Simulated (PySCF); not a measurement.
# H$_{2}$N$_{2}$, SMILES `N=N`: electronic structure

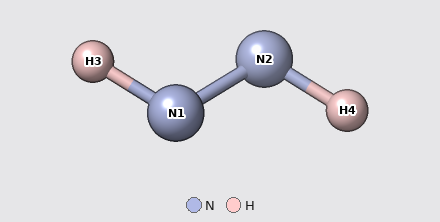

The molecule, with its atoms numbered as below. No frequency check shows the geometry to be a minimum.

Coordinates in Å:

```
N1       0.5879    0.1878    0.0000
N2      -0.5879   -0.1878    0.0000
H3       1.2144   -0.6366    0.0000
H4      -1.2144    0.6366    0.0000
```

## 1. Excited states

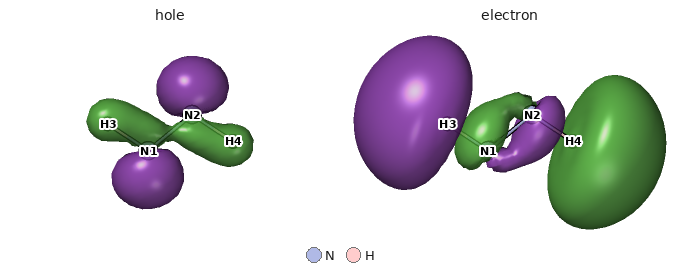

Leading natural transition orbital pair of S₃ (TDA singlet states); the surfaces enclose about 70 % of each orbital's density.

Method: B3LYP/cc-pVTZ; geometry: GFN2-xTB; program: PySCF. Without diffuse functions Rydberg states are missing, so the states' numbers hold for this basis only.

> Give its energy and the atoms that hole and electron lie on.

6.83 eV (182 nm), f = 0.089, partly diffuse acceptor orbital, which a basis without diffuse functions describes poorly; the leading pair carries 100 %; hole on N1 and N2 (43 % each) and H3 and H4 (7 % each), electron on H3 and H4 (36 % each) and N1 and N2 (14 % each) (atom shares of so diffuse an orbital are rough); their centroids lie 0.0 Å apart; S₂ lies within 0.1 eV of it. In canonical orbitals it is mainly HOMO → LUMO+1 (100 %). The HOMO–LUMO gap is 4.94 eV.

## 2. Removing or adding an electron

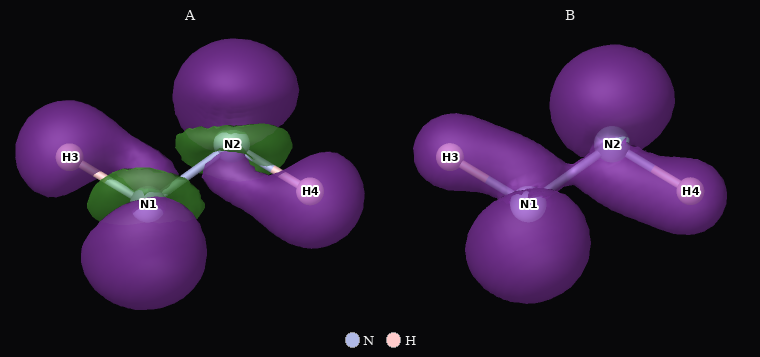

The Fukui function f⁻ from two separate SCF calculations and the density of the HOMO, at ±0.05 e/Å³ (purple positive, green negative).

Method: PBE/def2-SVPD; geometry: GFN2-xTB; program: PySCF. This is a single-reference result, which may miss multireference character in this system.

> Which panel is which, and how good is the frozen-orbital picture?

A is f⁻ (it has negative regions), B the HOMO density. The HOMO lies on N1 and N2 (42 % each) and H3 and H4 (8 % each); f⁻ (Hirshfeld-condensed) is largest on N1 and N2 (0.35 each); the vertical ionisation energy is 9.82 eV. Relaxation shifts 15 % of the electron between atoms. The orbital energy is −5.39 eV.

## 3. Stretching a bond

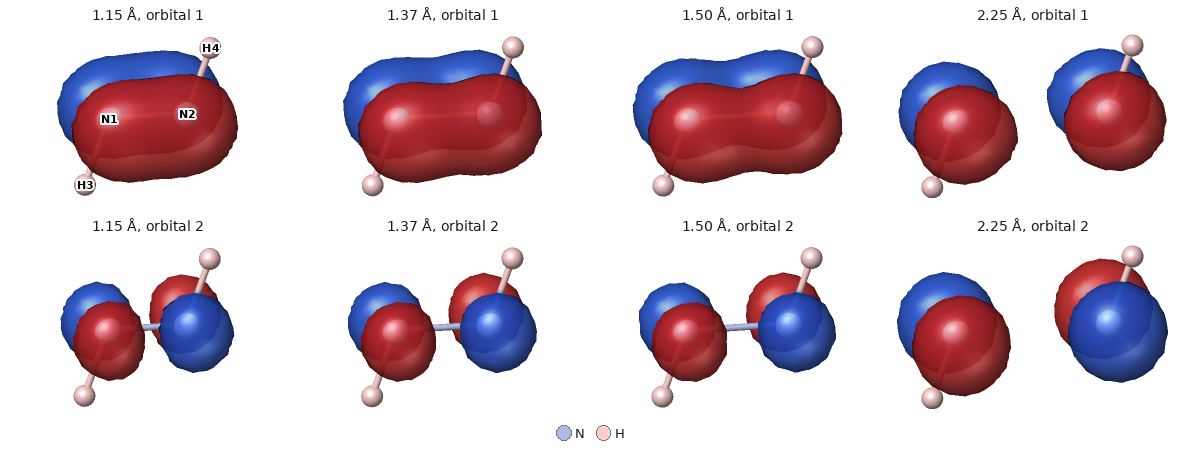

Rigid stretch of the N1–N2 bond. The two CASSCF(4,4) natural orbitals nearest half filling (orbital 1 the more occupied).

Level of theory: 6-311G** basis (PySCF), at a geometry from GFN2-xTB.

> How do the occupations change along the stretch?

1.15 Å: 1.94 and 0.06; 1.37 Å: 1.87 and 0.13; 1.50 Å: 1.81 and 0.19; 2.25 Å: 1.20 and 0.80. At the longest distance computed (3.50 Å) they are 1.01 and 0.99, and the effective number of unpaired electrons is 4.0.

UHF's ⟨S²⟩ passes 1 along the scan (up to 2.03), so it also polarises electrons outside the stretched bond; its energy lowering isn't due to that bond alone.

UHF already breaks spin symmetry near equilibrium here (⟨S²⟩ = 0.23 at 1.25 Å), for reasons apart from this bond.

> How much energy does the stretch cost?

By CASSCF, 4.5 eV from the lowest point of the scan (1.25 Å) to 3.50 Å; RHF gives 16.1 eV from its own lowest point. The fragments aren't relaxed and dynamic correlation is missing, so this isn't a bond dissociation energy.

The PySCF runs shown took 29 s, 38 s and 19 s on 1 thread of Intel(R) Xeon(R) Platinum 8259CL CPU @ 2.50GHz (Skylake/Cascade Lake), with other jobs on the host.
